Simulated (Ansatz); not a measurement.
## Which site? a vacancy of N in AlN(11-20)/C(110) interface (80 atoms)

At which site of AlN(11-20)/C(110) interface (80 atoms) does a vacancy of N cost least, and what about the site decides it?

Calculated with Ansatz 0.2.0; Kohn-Sham DFT, PBE, PAW (set soft_2), plane waves.

## (1) Starting point

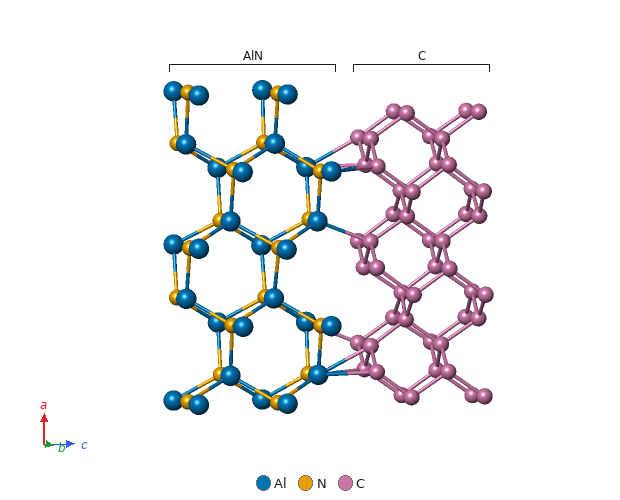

Start, viewed from the side, with the c axis across the page; aluminium blue, nitrogen orange, carbon pink. Some periodic images of atoms are drawn too.

The cell holds 80 atoms: 16 Al, 16 N and 48 C. Its edges and angles: a = 10.741 Å, b = 5.013 Å, c = 22.270 Å, α = 90.0°, β = 90.0°, γ = 90.0°. It derives from AlN and C. Wurtzite AlN(11-20), 4 repeat layers, 2 surface cells, strained -0.37 and +0.63 %; diamond-structure C(110), 4 layers, 6 cells, +0.37 and -0.62 %; outer planes 1.82 Å apart, 12 Å of vacuum above; not relaxed, displaced by a Gaussian of 0.02 Å. Regions: AlN, 32 atoms (16 Al and 16 N); C, 48 atoms (48 C). Vacuum lies along c.

Structure file:

```xyz
80
Lattice="10.7406 0.0000 0.0000 0.0000 5.0132 0.0000 0.0000 0.0000 22.2705" Properties=species:S:1:pos:R:3
Al    5.4057    0.0042    6.0039
N     3.5803    0.5675    6.0162
Al    3.5931    2.5039    6.0050
N     5.3744    3.0919    6.0277
Al    2.6887    0.0105    7.5613
N     0.8967    0.6228    7.5506
Al    0.9102    2.4932    7.5635
N     2.6787    3.1043    7.5129
Al    5.3613    0.0240    9.0917
N     3.5902    0.6078    9.1273
Al    3.5943    2.4798    9.0979
N     5.3680    3.1301    9.1596
Al    2.6938    0.0234   10.6693
N     0.9119    0.6018   10.6420
Al    0.9280    2.4806   10.6622
N     2.6566    3.0878   10.6607
Al   10.7266    5.0092    6.0028
N     8.9384    0.5921    6.0317
Al    8.9573    2.4957    5.9979
N     0.0323    3.0882    5.9665
Al    8.0592    0.0224    7.5432
N     6.2473    0.5962    7.5495
Al    6.2712    2.4764    7.5697
N     8.0852    3.1046    7.5764
Al    0.0085    0.0154    9.1271
N     8.9516    0.5872    9.0824
Al    8.9645    2.4961    9.1296
N    10.7279    3.0739    9.1329
Al    8.0668    0.0037   10.6798
N     6.2764    0.5914   10.6796
Al    6.2620    2.4996   10.6299
N     8.0111    3.0713   10.6433
C     4.6224    1.3652   12.4632
C     1.9623    0.1700   12.4688
C     2.8378    0.1480   13.7157
C     3.7446    1.3644   13.8010
C     4.6454    1.4305   14.9836
C     1.9867    0.1556   15.0444
C     2.8440    0.1567   16.2690
C     3.7628    1.4139   16.2753
C     4.6790    3.8980   12.4782
C     1.9240    2.6486   12.4795
C     2.8402    2.6208   13.7182
C     3.7317    3.9222   13.7714
C     4.6345    3.9185   15.0308
C     1.9708    2.6437   14.9589
C     2.8661    2.5850   16.2851
C     3.7232    3.9056   16.3091
C     1.0806    1.3837   12.4862
C     9.0941    0.1448   12.4851
C     9.9931    0.1689   13.7349
C     0.1765    1.4224   13.7906
C     1.0409    1.4158   15.0141
C     9.1279    0.1613   15.0119
C     9.9985    0.1630   16.2935
C     0.1634    1.3920   16.2913
C     1.0586    3.8990   12.4746
C     9.1182    2.6575   12.4802
C    10.0038    2.6539   13.7496
C     0.1765    3.9130   13.6955
C     1.0591    3.8862   14.9927
C     9.1082    2.6413   14.9996
C    10.0391    2.6587   16.2889
C     0.1941    3.8833   16.2766
C     8.1794    1.3926   12.5211
C     5.4947    0.1270   12.4770
C     6.4255    0.1298   13.7280
C     7.2801    1.3818   13.7643
C     8.2162    1.3955   15.0359
C     5.5162    0.1415   15.0170
C     6.4162    0.1455   16.2900
C     7.3203    1.4085   16.2612
C     8.1993    3.9074   12.4973
C     5.5482    2.6402   12.4755
C     6.4246    2.6368   13.7616
C     7.3047    3.8869   13.7389
C     8.2420    3.8893   15.0121
C     5.5432    2.6038   15.0239
C     6.4263    2.6591   16.3038
C     7.3136    3.8754   16.2503
```

What the set-up can't give: The cell is under 6 Å thick along one periodic direction, so every atom has periodic images of itself close by, which move with it and show among its neighbours and in g(r). The main run has no spin polarisation, so any moments at edges, vacancies or dangling bonds can't form in it.

## (2) Single point at the start

The forces at the start show how far the geometry lies from a minimum of this functional.

The input, input.yaml:

```yaml
crystal:
  lattice:
    - [10.7406, 0.0, 0.0]
    - [0.0, 5.0132, 0.0]
    - [0.0, 0.0, 22.27049]
  atoms:
    - { symbol: Al, position: [0.5033, 0.00084, 0.26959] }
    - { symbol: "N", position: [0.33334, 0.11321, 0.27014] }
    - { symbol: Al, position: [0.33453, 0.49947, 0.26964] }
    - { symbol: "N", position: [0.50038, 0.61675, 0.27066] }
    - { symbol: Al, position: [0.25033, 0.0021, 0.33952] }
    - { symbol: "N", position: [0.08349, 0.12424, 0.33904] }
    - { symbol: Al, position: [0.08474, 0.49733, 0.33962] }
    - { symbol: "N", position: [0.2494, 0.61923, 0.33735] }
    - { symbol: Al, position: [0.49916, 0.00478, 0.40824] }
    - { symbol: "N", position: [0.33426, 0.12123, 0.40984] }
    - { symbol: Al, position: [0.33465, 0.49466, 0.40852] }
    - { symbol: "N", position: [0.49979, 0.62438, 0.41129] }
    - { symbol: Al, position: [0.25081, 0.00467, 0.47908] }
    - { symbol: "N", position: [0.0849, 0.12004, 0.47785] }
    - { symbol: Al, position: [0.0864, 0.49482, 0.47876] }
    - { symbol: "N", position: [0.24734, 0.61594, 0.47869] }
    - { symbol: Al, position: [0.9987, 0.99921, 0.26954] }
    - { symbol: "N", position: [0.83221, 0.11811, 0.27084] }
    - { symbol: Al, position: [0.83397, 0.49783, 0.26932] }
    - { symbol: "N", position: [0.00301, 0.61602, 0.26791] }
    - { symbol: Al, position: [0.75035, 0.00447, 0.33871] }
    - { symbol: "N", position: [0.58165, 0.11893, 0.33899] }
    - { symbol: Al, position: [0.58388, 0.49397, 0.3399] }
    - { symbol: "N", position: [0.75277, 0.61928, 0.3402] }
    - { symbol: Al, position: [0.00079, 0.00308, 0.40983] }
    - { symbol: "N", position: [0.83344, 0.11713, 0.40782] }
    - { symbol: Al, position: [0.83464, 0.49791, 0.40994] }
    - { symbol: "N", position: [0.99882, 0.61316, 0.41009] }
    - { symbol: Al, position: [0.75106, 0.00073, 0.47955] }
    - { symbol: "N", position: [0.58436, 0.11796, 0.47954] }
    - { symbol: Al, position: [0.58302, 0.4986, 0.47731] }
    - { symbol: "N", position: [0.74587, 0.61264, 0.47791] }
    - { symbol: C, position: [0.43037, 0.27232, 0.55963] }
    - { symbol: C, position: [0.1827, 0.03391, 0.55988] }
    - { symbol: C, position: [0.26421, 0.02953, 0.61587] }
    - { symbol: C, position: [0.34864, 0.27217, 0.6197] }
    - { symbol: C, position: [0.43251, 0.28534, 0.6728] }
    - { symbol: C, position: [0.18497, 0.03104, 0.67553] }
    - { symbol: C, position: [0.26479, 0.03126, 0.73052] }
    - { symbol: C, position: [0.35033, 0.28203, 0.7308] }
    - { symbol: C, position: [0.43564, 0.77754, 0.5603] }
    - { symbol: C, position: [0.17913, 0.52832, 0.56036] }
    - { symbol: C, position: [0.26444, 0.52278, 0.61598] }
    - { symbol: C, position: [0.34744, 0.78238, 0.61837] }
    - { symbol: C, position: [0.43149, 0.78164, 0.67492] }
    - { symbol: C, position: [0.18349, 0.52734, 0.67169] }
    - { symbol: C, position: [0.26685, 0.51564, 0.73124] }
    - { symbol: C, position: [0.34665, 0.77907, 0.73232] }
    - { symbol: C, position: [0.10061, 0.27601, 0.56066] }
    - { symbol: C, position: [0.8467, 0.02888, 0.56061] }
    - { symbol: C, position: [0.9304, 0.0337, 0.61673] }
    - { symbol: C, position: [0.01643, 0.28374, 0.61923] }
    - { symbol: C, position: [0.09691, 0.28241, 0.67417] }
    - { symbol: C, position: [0.84985, 0.03217, 0.67407] }
    - { symbol: C, position: [0.93091, 0.03252, 0.73162] }
    - { symbol: C, position: [0.01521, 0.27767, 0.73152] }
    - { symbol: C, position: [0.09856, 0.77775, 0.56014] }
    - { symbol: C, position: [0.84895, 0.5301, 0.56039] }
    - { symbol: C, position: [0.9314, 0.52939, 0.61739] }
    - { symbol: C, position: [0.01643, 0.78054, 0.61496] }
    - { symbol: C, position: [0.09861, 0.77519, 0.67321] }
    - { symbol: C, position: [0.84802, 0.52686, 0.67352] }
    - { symbol: C, position: [0.93469, 0.53033, 0.73141] }
    - { symbol: C, position: [0.01807, 0.77461, 0.73086] }
    - { symbol: C, position: [0.76154, 0.27778, 0.56223] }
    - { symbol: C, position: [0.51158, 0.02534, 0.56025] }
    - { symbol: C, position: [0.59824, 0.0259, 0.61642] }
    - { symbol: C, position: [0.67781, 0.27564, 0.61805] }
    - { symbol: C, position: [0.76497, 0.27836, 0.67515] }
    - { symbol: C, position: [0.51358, 0.02822, 0.6743] }
    - { symbol: C, position: [0.59738, 0.02903, 0.73146] }
    - { symbol: C, position: [0.68155, 0.28096, 0.73017] }
    - { symbol: C, position: [0.76339, 0.77942, 0.56116] }
    - { symbol: C, position: [0.51656, 0.52665, 0.56018] }
    - { symbol: C, position: [0.59816, 0.52598, 0.61793] }
    - { symbol: C, position: [0.6801, 0.77534, 0.61691] }
    - { symbol: C, position: [0.76737, 0.77582, 0.67408] }
    - { symbol: C, position: [0.5161, 0.51939, 0.67461] }
    - { symbol: C, position: [0.59832, 0.53041, 0.73208] }
    - { symbol: C, position: [0.68093, 0.77304, 0.72968] }
kpoints:
  mp_grid: { grid: [1, 3, 1] }
hamiltonian:
  xc: pbe
scf:
  occupations: { method: fermi_dirac, width: 0.05 }
output:
  forces: true
```

Launch:

```
ansatz run input.yaml --threads 8 --pin off --max-ram 15872MiB --backend cpu --events-out ev --progress --plain --runs-dir out
```

Numbers of over 12 decimals in the logs are rounded to 6 here.

Log:

```text
[...]
Pseudopotentials: kind: paw
Pseudopotential: Al, paw, valence charge 3, recommended cutoff 420 eV (normal), Al.paw.azcp
Pseudopotential: N, paw, valence charge 5, recommended cutoff 420 eV (normal), N.paw.azcp
Pseudopotential: C, paw, valence charge 4, recommended cutoff 420 eV (normal), C.paw.azcp
[...]
Crystal: 80 atoms, lattice volume = 1199.150 Å³
Basis set: ecut = 420 eV, 23489 PW (Γ), exchange–correlation on 144×72×300 points (8 copies of the dense FFT grid, shifted against one another)
Bands: 240, of which v1, the nominal top of the filled ones, is band 160 counted from 1 (159 counted from 0)
Symmetry: 1 space group operations
Space group: P1 (ITA 1), of the structure as read, at distance tolerance 1.1e-4 Å
k-points: 2 of 3 (time reversal used)
[...]
Initial density: superposition of atomic densities (neutral atoms: chi_scale 0, normalization atom), corrected by the library's trained network
Initial wavefunctions: pseudopotential atomic-orbital guess
[...]
SCF iter   1: F=—  HF=-26768.983343 eV  |F-HF|=—  |Δ(HF+E_count)|=         —  Δρ=1.95e-2  dr2=3.80e1  ethr=1.77e-3  ⟨swp⟩=9.5  Hψ=2794  notcnv=0  defer=121
preconditioner: auto → LDOS  [metal: Δε(μ)=0.103 eV  Ē_g=13.370 eV  σ=0.050 eV  W_gap=0.39  n_scr=214 (ndim 8)  ℏωp=19.2 eV  f_vac=0.396  D(μ)=15.05/eV (n_scr^D=72)  β→1.0]
[...]
SCF iter  16: F=—  HF=-26767.455585 eV  |F-HF|=—  |Δ(HF+E_count)|=   3.39e-7  Δρ=3.97e-6  dr2=2.64e-7  ethr=1.54e-10  ⟨swp⟩=2.0  Hψ=602  notcnv=0  defer=128
SCF iter  17: F=-26767.455585 eV  HF=-26767.455585 eV  |F-HF|=1.74e-8  |Δ(HF+E_count)|=   5.83e-8  Δρ=2.19e-6  dr2=8.51e-8  ethr=3.13e-11  ⟨swp⟩=3.0  Hψ=1712  notcnv=0
SCF 1 converged in 17 iterations: F = -26767.455585 eV  dr2 = 8.51e-8
[...]
SCF converged after 17 iterations
Free energy (F): -26767.455585 eV
Harris-Foulkes:  -26767.455585 eV  (|F-HF|=1.74e-8)
Internal energy: -26767.306745 eV  (E = F + TS)
E sigma→0 (E₀):  -26767.381165 eV
Entropy (-TS):   -0.148840 eV (-1.861 meV/atom)
Fermi energy:    3.118641 eV
--- Per-component energies (eV) ---
[...]
Σ components = -26767.455585   (vs F -26767.455585, Δ=0.00e0)
--- Forces (eV/Å), atoms counted from 1 ---
  atom   1  Al    -2.26621116    -1.38855608     0.97098209
  atom   2  N      0.79548247     1.35102211    -0.71769852
  atom   3  Al     1.54106931    -1.39061637     0.96331641
  atom   4  N     -0.15028571     1.06798805    -0.58791760
[...]
atom  80  C     -4.08098957     0.85955971    -1.03323010
  max |Σ_I F_I| component: 1.62e-4 eV/Å
```

Elapsed: 8.4 s, on 8 threads of AMD EPYC 9R45, shared host; peak memory 2.6 GiB; 40 s of CPU time.

The r.m.s. force at the start is 1.6 eV/Å.

## (3) Relaxation

With the cell held, the atoms are moved downhill towards a nearby minimum.

The input, input.yaml:

```yaml
crystal:
  lattice:
    - [10.7406, 0.0, 0.0]
    - [0.0, 5.0132, 0.0]
    - [0.0, 0.0, 22.27049]
  atoms:
    [... the 80 atom lines of step 2 ...]
kpoints:
  mp_grid: { grid: [1, 3, 1] }
hamiltonian:
  xc: pbe
scf:
  occupations: { method: fermi_dirac, width: 0.05 }
output:
  forces: true
relax:
  f_tol: 0.05
  max_steps: 120
```

Log:

```text
[...]
Crystal: 80 atoms, lattice volume = 1199.150 Å³
Basis set: ecut = 420 eV, 23489 PW (Γ), exchange–correlation on 144×72×300 points (8 copies of the dense FFT grid, shifted against one another)
Bands: 240, of which v1, the nominal top of the filled ones, is band 160 counted from 1 (159 counted from 0)
Symmetry: 1 space group operations
[...]
k-points: 2 of 3 (time reversal used)
[...]
SCF iter   1: F=—  HF=-26768.983343 eV  |F-HF|=—  |Δ(HF+E_count)|=         —  Δρ=1.95e-2  dr2=3.80e1  ethr=1.77e-3  ⟨swp⟩=9.5  Hψ=2794  notcnv=0  defer=121
[...]
SCF iter  10: F=—  HF=-26767.455562 eV  |F-HF|=—  |Δ(HF+E_count)|=   2.73e-5  Δρ=8.89e-5  dr2=1.25e-4  ethr=1.09e-7  ⟨swp⟩=2.5  Hψ=607  notcnv=0  defer=128
SCF iter  11: F=-26767.455558 eV  HF=-26767.455563 eV  |F-HF|=4.61e-6  |Δ(HF+E_count)|=   3.12e-7  Δρ=5.11e-5  dr2=4.01e-5  ethr=1.95e-8  ⟨swp⟩=3.0  Hψ=1690  notcnv=0
SCF 1 converged in 11 iterations: F = -26767.455558 eV  dr2 = 4.01e-5
[...]
relax step   1: F+E_penalty+E_count = -26767.45555792 eV  Δ(F+E_penalty+E_count) = +0.000e0 eV  max|allowed force component| = 4.801e0 eV/Å  Δτ_max = 0.0000 Å  (11 SCF iters, dr2 threshold 6.25e-5 eV, accepted)
[...]
relax step   2: F+E_penalty+E_count = -26776.37153428 eV  Δ(F+E_penalty+E_count) = -8.916e0 eV  max|allowed force component| = 2.363e0 eV/Å  Δτ_max = 0.1969 Å  (8 SCF iters, dr2 threshold 1.00e-4 eV, accepted)
[...]
relax step   3: F+E_penalty+E_count = -26780.26418608 eV  Δ(F+E_penalty+E_count) = -3.893e0 eV  max|allowed force component| = 1.242e0 eV/Å  Δτ_max = 0.2000 Å  (8 SCF iters, dr2 threshold 1.00e-4 eV, accepted)
relax step   4: F+E_penalty+E_count = -26781.45933880 eV  Δ(F+E_penalty+E_count) = -1.195e0 eV  max|allowed force component| = 1.605e0 eV/Å  Δτ_max = 0.1996 Å  (7 SCF iters, dr2 threshold 1.00e-4 eV, accepted)
relax step   5: F+E_penalty+E_count = -26781.93198210 eV  Δ(F+E_penalty+E_count) = -4.726e-1 eV  max|allowed force component| = 7.203e-1 eV/Å  Δτ_max = 0.2000 Å  (8 SCF iters, dr2 threshold 1.00e-4 eV, accepted)
relax step   6: F+E_penalty+E_count = -26782.09440285 eV  Δ(F+E_penalty+E_count) = -1.624e-1 eV  max|allowed force component| = 8.739e-1 eV/Å  Δτ_max = 0.0785 Å  (8 SCF iters, dr2 threshold 1.00e-4 eV, accepted)
relax step   7: F+E_penalty+E_count = -26782.24994772 eV  Δ(F+E_penalty+E_count) = -1.555e-1 eV  max|allowed force component| = 6.195e-1 eV/Å  Δτ_max = 0.2000 Å  (8 SCF iters, dr2 threshold 1.00e-4 eV, accepted)
relax step   8: F+E_penalty+E_count = -26782.35321809 eV  Δ(F+E_penalty+E_count) = -1.033e-1 eV  max|allowed force component| = 3.494e-1 eV/Å  Δτ_max = 0.0338 Å  (6 SCF iters, dr2 threshold 1.00e-4 eV, accepted)
relax step   9: F+E_penalty+E_count = -26782.46298261 eV  Δ(F+E_penalty+E_count) = -1.098e-1 eV  max|allowed force component| = 5.724e-1 eV/Å  Δτ_max = 0.2000 Å  (8 SCF iters, dr2 threshold 3.88e-5 eV, accepted)
relax step  10: F+E_penalty+E_count = -26782.57117819 eV  Δ(F+E_penalty+E_count) = -1.082e-1 eV  max|allowed force component| = 6.560e-1 eV/Å  Δτ_max = 0.0679 Å  (6 SCF iters, dr2 threshold 1.00e-4 eV, accepted)
relax step  11: F+E_penalty+E_count = -26782.78995634 eV  Δ(F+E_penalty+E_count) = -2.188e-1 eV  max|allowed force component| = 5.379e-1 eV/Å  Δτ_max = 0.1954 Å  (6 SCF iters, dr2 threshold 1.00e-4 eV, accepted)
relax step  12: F+E_penalty+E_count = -26782.86810282 eV  Δ(F+E_penalty+E_count) = -7.815e-2 eV  max|allowed force component| = 7.105e-1 eV/Å  Δτ_max = 0.1951 Å  (6 SCF iters, dr2 threshold 1.00e-4 eV, accepted)
relax step  13: F+E_penalty+E_count = -26782.59738864 eV  Δ(F+E_penalty+E_count) = +2.707e-1 eV  max|allowed force component| = 1.129e0 eV/Å  Δτ_max = 0.2000 Å  (8 SCF iters, dr2 threshold 1.00e-4 eV, rejected (line search))
relax step  14: F+E_penalty+E_count = -26782.93908342 eV  Δ(F+E_penalty+E_count) = -7.098e-2 eV  max|allowed force component| = 2.904e-1 eV/Å  Δτ_max = 0.0975 Å  (11 SCF iters, accepted)
relax step  15: F+E_penalty+E_count = -26782.97687307 eV  Δ(F+E_penalty+E_count) = -3.779e-2 eV  max|allowed force component| = 3.161e-1 eV/Å  Δτ_max = 0.1000 Å  (7 SCF iters, dr2 threshold 1.41e-5 eV, accepted)
relax step  16: F+E_penalty+E_count = -26783.00565523 eV  Δ(F+E_penalty+E_count) = -2.878e-2 eV  max|allowed force component| = 3.561e-1 eV/Å  Δτ_max = 0.0626 Å  (7 SCF iters, dr2 threshold 1.67e-5 eV, accepted)
relax step  17: F+E_penalty+E_count = -26783.03353865 eV  Δ(F+E_penalty+E_count) = -2.788e-2 eV  max|allowed force component| = 6.524e-1 eV/Å  Δτ_max = 0.1345 Å  (7 SCF iters, dr2 threshold 1.00e-4 eV, accepted)
relax step  18: F+E_penalty+E_count = -26783.04911917 eV  Δ(F+E_penalty+E_count) = -1.558e-2 eV  max|allowed force component| = 7.867e-1 eV/Å  Δτ_max = 0.0602 Å  (6 SCF iters, dr2 threshold 1.00e-4 eV, accepted)
relax step  19: F+E_penalty+E_count = -26783.09271918 eV  Δ(F+E_penalty+E_count) = -4.360e-2 eV  max|allowed force component| = 3.309e-1 eV/Å  Δτ_max = 0.0394 Å  (6 SCF iters, dr2 threshold 1.00e-4 eV, accepted)
relax step  20: F+E_penalty+E_count = -26783.08106155 eV  Δ(F+E_penalty+E_count) = +1.166e-2 eV  max|allowed force component| = 3.331e-1 eV/Å  Δτ_max = 0.0568 Å  (7 SCF iters, dr2 threshold 1.94e-5 eV, rejected (line search))
relax step  21: F+E_penalty+E_count = -26783.10520670 eV  Δ(F+E_penalty+E_count) = -1.249e-2 eV  max|allowed force component| = 1.232e-1 eV/Å  Δτ_max = 0.0263 Å  (10 SCF iters, accepted)
relax step  22: F+E_penalty+E_count = -26783.10407472 eV  Δ(F+E_penalty+E_count) = +1.132e-3 eV  max|allowed force component| = 1.542e-1 eV/Å  Δτ_max = 0.0378 Å  (9 SCF iters, rejected (line search))
relax step  23: F+E_penalty+E_count = -26783.10832142 eV  Δ(F+E_penalty+E_count) = -3.115e-3 eV  max|allowed force component| = 6.925e-2 eV/Å  Δτ_max = 0.0145 Å  (9 SCF iters, accepted)
relax step  24: F+E_penalty+E_count = -26783.10638683 eV  Δ(F+E_penalty+E_count) = +1.935e-3 eV  max|allowed force component| = 1.134e-1 eV/Å  Δτ_max = 0.0195 Å  (9 SCF iters, rejected (line search))
[...]
relax step  25: F+E_penalty+E_count = -26783.10912956 eV  Δ(F+E_penalty+E_count) = -8.081e-4 eV  max|allowed force component| = 1.836e-2 eV/Å  Δτ_max = 0.0052 Å  (8 SCF iters, accepted)
SCF converged after 8 iterations
Free energy (F): -26783.109130 eV
[...]
Internal energy: -26783.052874 eV  (E = F + TS)
E sigma→0 (E₀):  -26783.081002 eV
Entropy (-TS):   -0.056255 eV (-0.703 meV/atom)
Fermi energy:    3.487070 eV
[...]
Σ components = -26783.109130   (vs F -26783.109130, Δ=0.00e0)
--- Forces (eV/Å), atoms counted from 1 ---
  atom   1  Al    -0.00093191    -0.00194026    -0.00023489
  atom   2  N     -0.00037971    -0.00156765     0.00027766
  atom   3  Al     0.00224169     0.00175228     0.00024500
  atom   4  N     -0.00136528     0.00006850    -0.00286577
[...]
atom  80  C     -0.00927448     0.00662392     0.01779349
  max |Σ_I F_I| component: 9.78e-5 eV/Å
--- Relaxed structure (25 steps of the walk, 21 accepted, 0 SCFs on fresh bases) ---
  F+E_penalty+E_count = -26783.10912956 eV   max|allowed force component| = 1.836e-2 eV/Å
  atoms:
    - { symbol: Al, position: [0.468489, -0.010669, 0.283964] }
    - { symbol: N, position: [0.315307, 0.134182, 0.280023] }
    - { symbol: Al, position: [0.332594, 0.488936, 0.287345] }
    - { symbol: N, position: [0.484462, 0.635427, 0.274769] }
[...]
- { symbol: C, position: [0.679950, 0.762903, 0.718102] }
```

It took 75 s on 8 threads; peak memory 2.6 GiB; 9 min of CPU time.

The relaxation converged after 25 steps, 15.7 eV below its start, with a largest force component of 0.018 eV/Å.

[end of part 1 of 3]

[Logs are printed without paths, hosts, clocks, repeated set-up lines and the standing remarks that a program may print on its own settings, such as how far it seeks lower states.]

[Hosts, paths, dates, database ids (printed as entryN), source tags and the programs' standing remarks are cut or masked in the printed files.]
